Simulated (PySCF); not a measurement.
InP: single-point calculation

System: InP, multiplicity 3.
Method: UHF/def2-svpd, mp2 (PySCF 2.14.0).

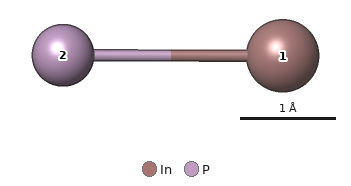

The input geometry (ball-and-stick view, seen at a tilt; atoms are numbered from 1 in the order of the input). Sticks mark near contacts. Bond lengths as drawn: In–P 2.33 Å.

Key numbers

```tsv
quantity	value
outcome	converged
SCF energy	−529.814812 hartree
⟨S²⟩	2.017
dipole moment	0.20 D
hardware	1 CPU thread, shared host
wall time	2.4 s
```

The input
```python
from pyscf import gto, scf, mp

mol = gto.M(
    atom='In 0 0 0; P 0 0 2.332',
    basis='def2-svpd',
    ecp={'In': 'def2-svpd'},
    charge=0,
    spin=2,
    symmetry=True,
    verbose=4,
)
mf = scf.UHF(mol)
mf.kernel()
mp.MP2(mf).kernel()
mf.dip_moment()
print('orbital energies (hartree):', [e[max(0, n-3):n+3].round(4) for e, n in zip(mf.mo_energy, mol.nelec)])
```

Launch command:
```bash
OMP_NUM_THREADS=1 python input.py
```

The program's output
```
PySCF version 2.14.0

[INPUT] verbose = 4
[INPUT] num. atoms = 2
[INPUT] num. electrons = 36
[INPUT] charge = 0
[INPUT] spin (= nelec alpha-beta = 2S) = 2
[INPUT] symmetry True subgroup None
[INPUT] Mole.unit = angstrom
[INPUT] Symbol           X                Y                Z      unit          X                Y                Z       unit  Magmom
[INPUT]  1 In     0.000000000000   0.000000000000   0.000000000000 AA    0.000000000000   0.000000000000   0.000000000000 Bohr   0.0
[INPUT]  2 P      0.000000000000   0.000000000000   2.332000000000 AA    0.000000000000   0.000000000000   4.406841322486 Bohr   0.0

nuclear repulsion = 71.479769056518
point group symmetry = Coov
symmetry origin: [0.         0.         1.03285343]
symmetry axis x: [1. 0. 0.]
symmetry axis y: [0. 1. 0.]
symmetry axis z: [0. 0. 1.]
num. orbitals of irrep A1 = 22
num. orbitals of irrep E1x = 12
num. orbitals of irrep E1y = 12
num. orbitals of irrep E2x = 5
num. orbitals of irrep E2y = 5
number of shells = 22
number of NR pGTOs = 109
number of NR cGTOs = 56
basis = def2-svpd
ecp = {'In': 'def2-svpd'}

******** <class 'pyscf.scf.uhf_symm.SymAdaptedUHF'> ********
method = SymAdaptedUHF
initial guess = minao
damping factor = 0
level_shift factor = 0
DIIS = <class 'pyscf.scf.diis.CDIIS'>
diis_start_cycle = 1
diis_space = 8
diis_damp = 0
SCF conv_tol = 1e-09
SCF conv_tol_grad = None
SCF max_cycles = 50
direct_scf = True
direct_scf_tol = 1e-13
number electrons alpha = 19  beta = 17
Freeze 0 electrons in irreps []
    36 free electrons in irreps A1 E1x E1y E2x E2y
Set gradient conv threshold to 3.16228e-05
init E= -508.158663084711
alpha HOMO (E1x) = -0.539690001246888  LUMO (E1x) = -0.375669258531667
beta  HOMO (A1) = -0.545781557960957  LUMO (E1x) = -0.539690001246888

WARN: HOMO -0.539690001246888 >= LUMO -0.539690001246888

WARN: alpha-E1x HOMO -0.539690001246888 > system LUMO -0.539690001246888

WARN: alpha-E1y HOMO -0.539690001246888 > system LUMO -0.539690001246888

WARN: beta-E1x LUMO -0.539690001246888 < system HOMO -0.539690001246888

WARN: beta-E1y LUMO -0.539690001246888 < system HOMO -0.539690001246888

cycle= 1 E= -529.121545697723  delta_E=  -21  |g|= 1.03  |ddm|= 8.52
alpha HOMO (A1) = -0.126507541913597  LUMO (A1) = 0.0577119980943812
beta  HOMO (E1x) = -0.135232422792554  LUMO (E1x) = -0.135232422792554

WARN: HOMO -0.126507541913597 >= LUMO -0.135232422792554

WARN: alpha-A1 HOMO -0.126507541913597 > system LUMO -0.135232422792554

WARN: beta-E1x HOMO -0.135232422792554 > system LUMO -0.135232422792554

WARN: beta-E1y LUMO -0.135232422792554 < system HOMO -0.126507541913597

cycle= 2 E= -529.372806372313  delta_E= -0.251  |g|= 0.743  |ddm|= 3.27
alpha HOMO (A1) = -0.24968711755448  LUMO (E1x) = 0.0156683274818921
beta  HOMO (A1) = -0.123131241152429  LUMO (E1x) = -0.104487887911513
  HOMO = -0.123131241152  LUMO = -0.104487887912  gap/eV = 0.50731
cycle= 3 E= -529.74562529929  delta_E= -0.373  |g|= 0.21  |ddm|= 1.52
alpha HOMO (A1) = -0.28383828955311  LUMO (E1x) = 0.0208697345261166
beta  HOMO (A1) = -0.217257958427091  LUMO (E1x) = -0.0756614563241751
  HOMO = -0.217257958427  LUMO = -0.0756614563242  gap/eV = 3.85304
cycle= 4 E= -529.806018202627  delta_E= -0.0604  |g|= 0.056  |ddm|= 0.404
alpha HOMO (A1) = -0.275371342902943  LUMO (E1x) = 0.0313583868621432
beta  HOMO (A1) = -0.256582756045319  LUMO (E1x) = -0.0123182584998265
  HOMO = -0.256582756045  LUMO = -0.0123182584998  gap/eV = 6.64678
cycle= 5 E= -529.812823836197  delta_E= -0.00681  |g|= 0.0237  |ddm|= 0.163
alpha HOMO (A1) = -0.272974500431332  LUMO (E1x) = 0.0320647898077757
beta  HOMO (A1) = -0.261660100059757  LUMO (E1x) = -0.00861466709860892
  HOMO = -0.26166010006  LUMO = -0.00861466709861  gap/eV = 6.88572
cycle= 6 E= -529.814602093883  delta_E= -0.00178  |g|= 0.00762  |ddm|= 0.114
alpha HOMO (A1) = -0.271225370188645  LUMO (E1x) = 0.0323795653283954
beta  HOMO (A1) = -0.259918098404782  LUMO (E1x) = -0.00887128979894847
  HOMO = -0.259918098405  LUMO = -0.00887128979895  gap/eV = 6.83133
cycle= 7 E= -529.814791759868  delta_E= -0.00019  |g|= 0.00246  |ddm|= 0.0427
alpha HOMO (A1) = -0.270822573768172  LUMO (E1x) = 0.0324492639083873
beta  HOMO (A1) = -0.260201184192702  LUMO (E1x) = -0.00892410050799786
  HOMO = -0.260201184193  LUMO = -0.008924100508  gap/eV = 6.83760
cycle= 8 E= -529.81481095305  delta_E= -1.92e-05  |g|= 0.000494  |ddm|= 0.0147
alpha HOMO (A1) = -0.270831836928735  LUMO (E1x) = 0.032349009903041
beta  HOMO (A1) = -0.260109442609583  LUMO (E1x) = -0.00899231155078617
  HOMO = -0.26010944261  LUMO = -0.00899231155079  gap/eV = 6.83325
cycle= 9 E= -529.814811644486  delta_E= -6.91e-07  |g|= 0.000161  |ddm|= 0.00333
alpha HOMO (A1) = -0.270853463075483  LUMO (E1x) = 0.0323482226614464
beta  HOMO (A1) = -0.260136528426671  LUMO (E1x) = -0.00900865506007253
  HOMO = -0.260136528427  LUMO = -0.00900865506007  gap/eV = 6.83354
cycle= 10 E= -529.814811728676  delta_E= -8.42e-08  |g|= 6.72e-05  |ddm|= 0.00108
alpha HOMO (A1) = -0.270853295366486  LUMO (E1x) = 0.032346904072651
beta  HOMO (A1) = -0.260124662960031  LUMO (E1x) = -0.00901288589226557
  HOMO = -0.26012466296  LUMO = -0.00901288589227  gap/eV = 6.83310
cycle= 11 E= -529.814811746661  delta_E= -1.8e-08  |g|= 2.35e-05  |ddm|= 0.000399
alpha HOMO (A1) = -0.270849973487529  LUMO (E1x) = 0.0323488911134087
beta  HOMO (A1) = -0.260126341518173  LUMO (E1x) = -0.00901106653067529
  HOMO = -0.260126341518  LUMO = -0.00901106653068  gap/eV = 6.83319
cycle= 12 E= -529.814811749346  delta_E= -2.68e-09  |g|= 7.88e-06  |ddm|= 0.000215
alpha HOMO (A1) = -0.270849227207968  LUMO (E1x) = 0.0323490209488684
beta  HOMO (A1) = -0.260127288277687  LUMO (E1x) = -0.00901148693393683
  HOMO = -0.260127288278  LUMO = -0.00901148693394  gap/eV = 6.83321
cycle= 13 E= -529.814811749645  delta_E= -2.98e-10  |g|= 2.64e-06  |ddm|= 6.34e-05
```

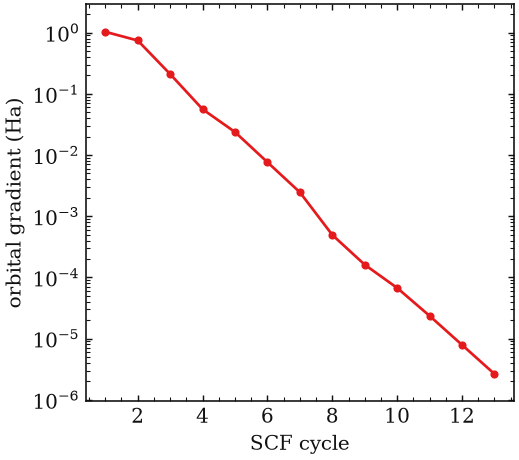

Convergence of the self-consistent field: orbital gradient against the SCF cycle. The residual falls at every step.

```
alpha HOMO (A1) = -0.270849276642728  LUMO (E1x) = 0.0323490264431294
beta  HOMO (A1) = -0.260127160486768  LUMO (E1x) = -0.00901164433443391
  HOMO = -0.260127160487  LUMO = -0.00901164433443  gap/eV = 6.83320
Extra cycle  E= -529.814811749663  delta_E= -1.86e-11  |g|= 1.63e-06  |ddm|= 1.38e-05
converged SCF energy = -529.814811749663  <S^2> = 2.017485  2S+1 = 3.0116341

******** <class 'pyscf.mp.ump2.UMP2'> ********
nocc = (np.int64(19), np.int64(17)), nmo = (56, 56)
E(UMP2) = -529.985440499202  E_corr = -0.170628749538786
E(SCS-UMP2) = -529.979973251303  E_corr = -0.165161501639532
E_corr(same-spin) = -0.0456842282388586
E_corr(oppo-spin) = -0.124944521299927
Dipole moment(X, Y, Z, Debye):  0.00000,  0.00000, -0.20120
orbital energies (hartree): [array([-0.3839, -0.3839, -0.2708,  0.0323,  0.0323,  0.057 ]), array([-0.6552, -0.4186, -0.2601, -0.009 , -0.009 ,  0.0602])]
```
